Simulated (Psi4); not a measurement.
**SiH₃ (charge −1): energy and gradient calculation (part 2 of 2)**

Continued. System: SiH₃, charge −1. Method: OLCCD/6-311++G**, RHF (Psi4 1.11). The geometry comes from this level: PBE0-D4/def2-TZVPD (4 decimals).

Geometry of the input (Å):
```
Si 0.5397  -0.0507  -0.3009
H  0.4266  0.6223  1.0859
H  -0.2985  -1.2837  0.1068
H  -0.6678  0.7122  -0.8918
```

**Log, continued**
```
  OPT_METHOD                    => (empty)
  ORBITAL_OPTIMIZER_PACKAGE     => (empty)
  ORB_OPT                       => TRUE            !
  ORB_RESP_SOLVER               => (empty)
  ORTH_TYPE                     => (empty)
  OS_SCALE                      => (empty)
  PARENT_SYMMETRY               => (empty)
  PCG_BETA_TYPE                 => (empty)
  PCG_CONVERGENCE               => (empty)
  PCG_MAXITER                   => (empty)
  PCM                           => (empty)
  PE                            => (empty)
  PRINT                         => (empty)
  PRINT_NOONS                   => (empty)
  PROPERTIES                    => (empty)
  PROPERTIES_ORIGIN             => (empty)
  PUREAM                        => (empty)
  QC_MODULE                     => (empty)
  RAS1                          => (empty)
  RAS2                          => (empty)
  RAS3                          => (empty)
  RAS4                          => (empty)
  RELATIVISTIC                  => (empty)
  RELAXED                       => (empty)
  REMP_A                        => (empty)
  RESTRICTED_DOCC               => (empty)
  RESTRICTED_UOCC               => (empty)
  RMS_MOGRAD_CONVERGENCE        => (empty)
  R_CONVERGENCE                 => (empty)
  SCF_TYPE                      => PK              !
  SCREENING                     => (empty)
  SCS_TYPE                      => (empty)
  SOCC                          => (empty)
  SOS_TYPE                      => (empty)
  SPIN_SCALE_TYPE               => NONE            !
  SS_SCALE                      => (empty)
  SYMMETRIZE                    => (empty)
  TPDM_ABCD_TYPE                => (empty)
  WFN                           => (empty)
  WFN_TYPE                      => OCEPA           !
  WRITER_FILE_LABEL             => (empty)
  ZORA_BASIS_TOLERANCE          => (empty)
  ZORA_NR_DEBUG                 => (empty)
  ZORA_PRUNING_SCHEME           => (empty)
  ZORA_RADIAL_POINTS            => (empty)
  ZORA_SPHERICAL_POINTS         => (empty)

 ==============================================================================
 ==============================================================================
 ==============================================================================

                      OLCCD [OCEPA(0), OO-CEPA(0)]

 ==============================================================================
 ==============================================================================
 ==============================================================================

	For this energy convergence, default RMS orbital gradient is:     3.16e-07
	For this energy convergence, default MAX orbital gradient is:     2.00e-06
	MO spaces per irreps...

	IRREP   FC    OCC   VIR  FV
	==============================
	   A     0     9    42    0
	==============================

	Computing MP2 energy using SCF MOs (Canonical MP2)...
	==============================================================================
	Nuclear Repulsion Energy (a.u.)    :    15.08098368171560
	SCF Energy (a.u.)                  :  -290.63963997575672
	REF Energy (a.u.)                  :  -290.63963997575701
	Alpha-Alpha Contribution (a.u.)    :    -0.02461117360080
	Alpha-Beta Contribution (a.u.)     :    -0.19465911697296
	Beta-Beta Contribution (a.u.)      :    -0.02461117360080
	Scaled_SS Correlation Energy (a.u.):    -0.01640744906720
	Scaled_OS Correlation Energy (a.u.):    -0.23359094036756
	SCS-MP2 Total Energy (a.u.)        :  -290.88963836519173
	SOS-MP2 Total Energy (a.u.)        :  -290.89269682782185
	SCSN-MP2 Total Energy (a.u.)       :  -290.72627130683185
	SCS-MP2-VDW Total Energy (a.u.)    :  -290.91341481908319
	SOS-PI-MP2 Total Energy (a.u.)     :  -290.91216273951915
	MP2 Correlation Energy (a.u.)      :    -0.24388146417457
	MP2 Total Energy (a.u.)            :  -290.88352143993160
	==============================================================================

	Number of independent-pairs: 378

 ==============================================================================
 ================ Performing OLCCD iterations... ==============================
 ==============================================================================
	            Minimizing LCCD-L Functional
	            ---------------------------
 Iter       E_total           DE           RMS MO Grad      MAX MO Grad      RMS T2
 ----    ---------------    ----------     -----------      -----------     ----------
   1     -290.8837188463     -1.97e-04       6.28e-04         3.66e-03        4.01e-07
   2     -290.9060732782     -2.24e-02       5.42e-04         3.85e-03        1.55e-07
   3     -290.9151252741     -9.05e-03       2.20e-04         1.22e-03        3.83e-08
   4     -290.9159184275     -7.93e-04       1.03e-04         6.56e-04        1.54e-08
   5     -290.9158659123      5.25e-05       4.19e-05         3.06e-04        6.93e-09
   6     -290.9158312969      3.46e-05       1.34e-05         1.20e-04        2.13e-09
   7     -290.9158428318     -1.15e-05       4.81e-06         5.13e-05        7.47e-10
   8     -290.9158464082     -3.58e-06       2.12e-06         2.90e-05        3.13e-10
   9     -290.9158473508     -9.43e-07       8.88e-07         1.38e-05        1.36e-10
  10     -290.9158465075      8.43e-07       3.38e-07         4.97e-06        5.71e-11
  11     -290.9158458490      6.59e-07       8.30e-08         9.13e-07        1.56e-11
  12     -290.9158455654      2.84e-07       2.21e-08         1.56e-07        4.50e-12
  13     -290.9158455483      1.71e-08       9.32e-09         7.76e-08        1.94e-12
  14     -290.9158455577     -9.38e-09       4.07e-09         4.56e-08        7.59e-13

 ==============================================================================
 ======================== OLCCD ITERATIONS ARE CONVERGED ======================
 ==============================================================================

	==============================================================================
	================ OLCCD [OCEPA(0)] FINAL RESULTS ==============================
	==============================================================================
	Nuclear Repulsion Energy (a.u.)    :    15.08098368171560
	SCF Energy (a.u.)                  :  -290.63963997575672
	REF Energy (a.u.)                  :  -290.63782074797467
	Alpha-Alpha Contribution (a.u.)    :    -0.02464835493304
	Alpha-Beta Contribution (a.u.)     :    -0.22872810830509
	Beta-Beta Contribution (a.u.)      :    -0.02464835493304
	OLCCD Correlation Energy (a.u.)    :    -0.27620558194900
	Eolccd - Eref (a.u.)               :    -0.27802480973105
	OLCCD Total Energy (a.u.)          :  -290.91584555770572
	==============================================================================

	Analytic gradient computation is starting...
	Computing G_abcd...
	Computing diagonal blocks of GFM...
	Writing particle density matrices and GFM to disk...
	Necessary information has been sent to DERIV, which will take care of the rest.

	total time  =          6 seconds =       0.10 minutes
    Molecular point group: c1
    Full point group: C1

    Geometry (in Bohr), charge = -1, multiplicity = 1:

       Center              X                  Y                   Z
    ------------   -----------------  -----------------  -----------------
         SI           0.132626130024    -0.012465185187    -0.073943306512
         H           -0.081101894765     1.259320497246     2.546728884273
         H           -1.451342308334    -2.342497497877     0.696498034838
         H           -2.149218166466     1.429206875925    -1.190582474045

	Presorting MO-basis TPDM.
	Sorting File: MO TPDM (AA|AA) nbuckets = 1
	Starting first half-transformation.
	Sorting half-transformed TPDM.
	First half integral transformation complete.

  -Total gradient:
     Atom            X                  Y                   Z
    ------   -----------------  -----------------  -----------------
       1        0.006242960227    -0.000587497753    -0.003457947432
       2       -0.001949452492     0.000318845848     0.001353198149
       3       -0.002103510069    -0.000077563485     0.001157593805
       4       -0.002189997666     0.000346215389     0.000947155478
```

**Standard output**
```
gradient / Eh bohr^-1
[[ 6.243e-03 -5.870e-04 -3.458e-03]
 [-1.949e-03  3.190e-04  1.353e-03]
 [-2.104e-03 -7.800e-05  1.158e-03]
 [-2.190e-03  3.460e-04  9.470e-04]]
CURRENT CORRELATION ENERGY                         -0.2762055819
CURRENT ENERGY                                   -290.9158455577
CURRENT REFERENCE ENERGY                         -290.6396399758
DD SOLVATION ENERGY                                 0.0000000000
HF KINETIC ENERGY                                 290.5857213904
HF POTENTIAL ENERGY                              -581.2253613661
HF TOTAL ENERGY                                  -290.6396399758
HF VIRIAL RATIO                                     2.0001855514
MP2 CORRELATION ENERGY                             -0.2438814642
MP2 DOUBLES ENERGY                                 -0.2438814642
MP2 OPPOSITE-SPIN CORRELATION ENERGY               -0.1946591170
MP2 SAME-SPIN CORRELATION ENERGY                   -0.0492223472
MP2 SINGLES ENERGY                                  0.0000000000
MP2 TOTAL ENERGY                                 -290.8835214399
NUCLEAR REPULSION ENERGY                           15.0809836817
OLCCD CORRELATION ENERGY                           -0.2762055819
OLCCD OPPOSITE-SPIN CORRELATION ENERGY             -0.2287281083
OLCCD REFERENCE CORRECTION ENERGY                   0.0018192278
OLCCD SAME-SPIN CORRELATION ENERGY                 -0.0492967099
OLCCD TOTAL ENERGY                               -290.9158455577
ONE-ELECTRON ENERGY                              -436.8290416593
PCM POLARIZATION ENERGY                             0.0000000000
PE ENERGY                                           0.0000000000
SCF ITERATION ENERGY                             -290.6396399758
SCF ITERATIONS                                     12.0000000000
SCF TOTAL ENERGY                                 -290.6396399758
SCS(N)-MP2 CORRELATION ENERGY                      -0.0866313311
SCS(N)-MP2 TOTAL ENERGY                          -290.7262713068
SCS-MP2 CORRELATION ENERGY                         -0.2499983894
SCS-MP2 TOTAL ENERGY                             -290.8896383652
SCS-MP2-VDW CORRELATION ENERGY                     -0.2737748433
SCS-MP2-VDW TOTAL ENERGY                         -290.9134148191
SOS-MP2 CORRELATION ENERGY                         -0.2530568521
SOS-MP2 TOTAL ENERGY                             -290.8926968278
SOS-PI-MP2 CORRELATION ENERGY                      -0.2725227638
SOS-PI-MP2 TOTAL ENERGY                          -290.9121627395
TWO-ELECTRON ENERGY                               131.1084180018
```

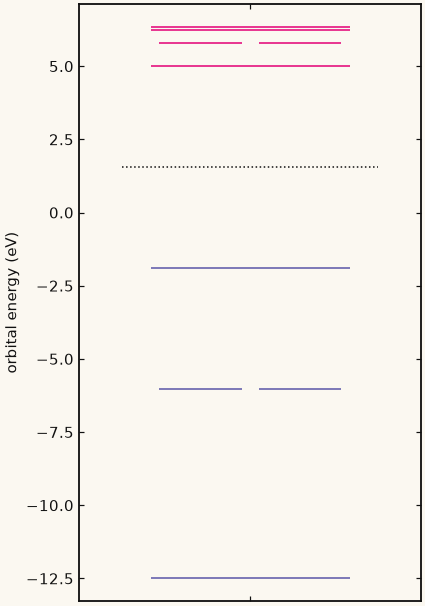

Fig. 1: Orbital energies near the frontier (SCF reference); the dotted line parts filled from empty levels, and levels within 0.02 eV of each other stand side by side. Highest filled −1.91 eV, lowest empty 4.99 eV, 6.90 eV apart.

**Key numbers**

- outcome: converged
- total energy: −290.915846 hartree
- SCF energy: −290.639640 hartree
- MP2 energy: −290.883521 hartree
- correlation energy: −0.276206 hartree
- basis functions: 51
- largest force: 0.368 eV/Å
- HOMO of the SCF reference: −1.91 eV
- LUMO of the SCF reference: 4.99 eV
- hardware: 1 thread of Intel Xeon @ 2.50GHz (Skylake/Cascade Lake), 64 GiB of memory available, shared host
- wall time: 9.9 s
- peak memory: 0.3 GiB
